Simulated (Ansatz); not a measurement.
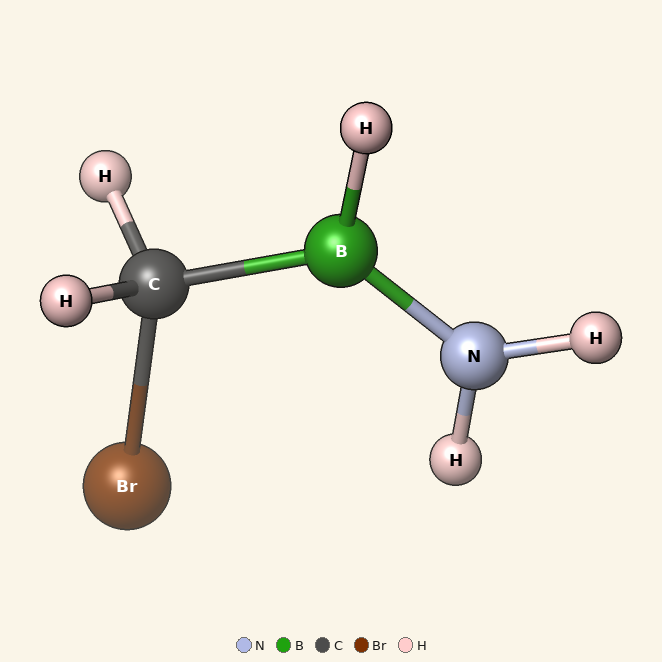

Orthographic view. Atoms fade into the background with distance from the viewer. Computed geometry: PBE-D4/def2-SVP optimisation. No frequency run is at hand to confirm it as a minimum.

Write the InChI string.

InChI=1S/CH5BBrN/c3-1-2-4/h2H,1,4H2
